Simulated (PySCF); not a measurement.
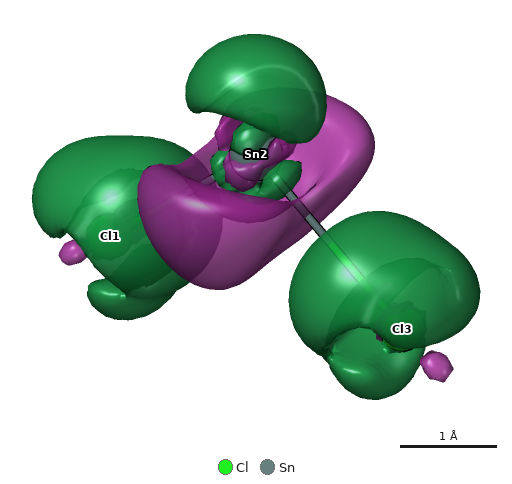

Cl2Sn, SMILES `Cl[Sn]Cl`. Deformation density (molecule less spherical, spin-averaged free atoms at the same positions), surfaces at ±0.04 e/Å³; green: gain, purple: loss.

Computed with PySCF, PBE0/def2-TZVP, geometry: GFN2-xTB. Core potentials replace the inner electrons of Sn; spin–orbit coupling isn't included. No frequency check shows the geometry to be a minimum. GFN2-xTB bond lengths at metals and heavier atoms can be off by up to 0.1 Å and shapes distorted, which carries into these values.

> How much density has each bond gained at its critical point, relative to the free atoms?

Cl1–Sn2 and Sn2–Cl3: +0.05 e/Å³ at the bond critical point (bond length 2.38 Å, Mayer order 1.0). In all, 0.8 electrons gather in the regions of gain relative to the promolecule. A small or negative value marks a very polar bond, one between electron-rich atoms, whose free-atom densities already overlap strongly, a long bond to a heavier atom, or a closed-shell contact such as a hydrogen bond.
